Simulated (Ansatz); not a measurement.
**Molecular dynamics, with input and output: Ta2Co7Ni7 (part 5 of 5)**

The same run, continued: Ta2Co7Ni7 (disordered cell, 16 atoms in the cell); DFT PBE, scalar-relativistic, plane waves, PAW, no spin polarisation (Ansatz 0.2.0); cutoff 420 eV, 1×1×1 k-mesh, Fermi–Dirac smearing of 0.2421 eV. It belongs to a series of runs on one base structure; here: Langevin dynamics at 2810 K from the last frame before.

Geometry of the input (Å; fractional positions):
```
5.6289  0.2477  0.1288
0.2477  5.7583  -0.1195
0.1288  -0.1195  5.9706
Co 0.6393  0.0971  0.5633
Co 0.3715  0.3090  0.9708
Co 0.1933  0.7574  0.1159
Co 0.5977  0.5725  0.7464
Co 0.8327  0.9404  0.9548
Co 0.1679  0.6036  0.7737
Co 0.2072  0.4173  0.3630
Ni 0.3759  0.9376  0.8733
Ni 0.5885  0.6863  0.1894
Ni 0.3564  0.8051  0.4874
Ni 0.9023  0.5057  0.0230
Ni 0.6545  0.3867  0.3696
Ni 0.3489  0.0563  0.2339
Ni 0.8772  0.7382  0.4950
Ta 0.0835  0.1731  0.6724
Ta 0.9359  0.1168  0.2558
```

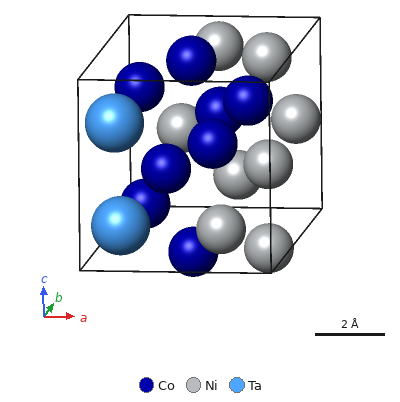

Fig. 1: The geometry at step 162 of the log (spheres-only view of the cell of the calculation, seen slightly off an axis).

Trajectory as extended XYZ, continued
```
16
Lattice="5.6289 0.2477 0.1288 0.2477 5.7583 -0.1195 0.1288 -0.1195 5.9706" Properties=species:S:1:pos:R:3:forces:R:3 step=156 time_fs=468.0 energy=-96622.95409 temperature=2606.6 pressure_GPa=10.53
Co    3.5881    1.5811    3.5280   -1.6268  -1.2850   1.3776
Co    2.9111    2.4051    5.6605   -1.5229   0.6014  -0.4846
Co    1.1785    4.3284    0.4954   -0.8443  -0.2521  -0.2364
Co    3.3466    3.8730    3.6395   -0.0376   0.6324   1.5814
Co    5.3224    5.9230    5.2661    0.4191  -0.0715  -0.3843
Co    0.9063    4.1039    4.2313    1.2705  -1.4437  -0.9094
Co    2.0958    3.0049    2.0480   -0.5240  -1.1041   0.6119
Ni    3.0850    5.3100    5.3207   -1.1282   1.3490  -0.2455
Ni    3.7607    4.4512    1.3674   -0.1674   1.0108  -1.1424
Ni    1.8592    5.3692    2.3831    1.7378   0.1356   1.9167
Ni    5.0735    3.1207    0.0139   -0.4169   0.0047  -1.2632
Ni    5.0311    2.9552    2.5436    2.1224   0.7841  -1.2433
Ni    3.8894    1.1403    1.1118   -0.9328   0.3417   1.8831
Ni    5.1693    5.5536    2.9220   -0.3224  -0.2270  -0.7061
Ta    0.7858    1.5081    3.9860    1.7526   0.0766   0.7229
Ta    6.4938    1.4698    1.1491    0.2208  -0.5533  -1.4780
16
Lattice="5.6289 0.2477 0.1288 0.2477 5.7583 -0.1195 0.1288 -0.1195 5.9706" Properties=species:S:1:pos:R:3:forces:R:3 step=162 time_fs=486.0 energy=-96621.46246 temperature=2597.8 pressure_GPa=15.11
Co    3.6536    1.7447    3.4844   -2.3628  -3.3834   2.5865
Co    2.9568    2.3247    5.8025   -3.3303   1.6057  -2.2235
Co    1.0547    4.1095    0.6060   -0.7216   1.2446  -0.7724
Co    3.4144    3.8841    3.6661   -0.0317   0.3941   0.2757
Co    5.3034    6.1287    5.2849    1.5826  -2.5960  -2.5695
Co    1.0067    4.0237    4.2494    0.0149   0.2781  -0.2556
Co    1.9713    2.9440    2.1744    0.7801   0.4859   1.2995
Ni    3.1122    5.2710    5.1674   -1.2578   2.0009   1.6192
Ni    3.7216    4.6335    1.4500   -0.0072  -0.4523  -1.7546
Ni    1.8863    5.4759    2.4877    1.6017  -0.5902   0.9123
Ni    4.9590    2.9671   -0.1354    0.0716   1.9099  -0.2087
Ni    5.0216    2.9258    2.4830    2.9411   2.1844  -2.2775
Ni    3.9620    1.1776    1.0610   -1.4827  -0.3664   4.7342
Ni    5.2517    5.6708    2.8777   -0.4592  -0.8453  -0.0689
Ta    0.7988    1.5401    4.0467    2.5258   0.3228  -0.5045
Ta    6.5853    1.5307    1.0996    0.1356  -2.1927  -0.7924
```

Summary

| quantity | value |
| --- | --- |
| outcome | finished |
| mean temperature over the second half | 2674 K |
| trajectory | 162 steps, 486 fs |
| ensemble | nvt_langevin |
| temperature in the input | 2810.0 K |
| time step | 3.0 fs |
| electrons treated | 271 |
| potential energy (free energy of the electrons) (last step) | −96621.4625 eV |
| Fermi energy (last step) | 18.016 eV |
| pressure (without the kinetic term) (last step) | 12.14 GPa |
| largest force (length of the vector) (last step) | 4.974 eV/Å |
| wall time | 5.1 min (CPU time 8.1 min) |
| peak memory | 0.56 GiB |

The k-point mesh is coarse (a preliminary or cheap run), so energies and forces are approximate. The program warns: the SCF threshold is loose for the printed forces; the SCF threshold is looser than advised for the printed stress. The run has no spin polarisation, so a magnetic state may lie lower. Spin–orbit coupling is left out, which matters for Ta. So short a trajectory is not equilibrated. The logged temperature at the start can lie below the typed one, since it is counted over all degrees of freedom.
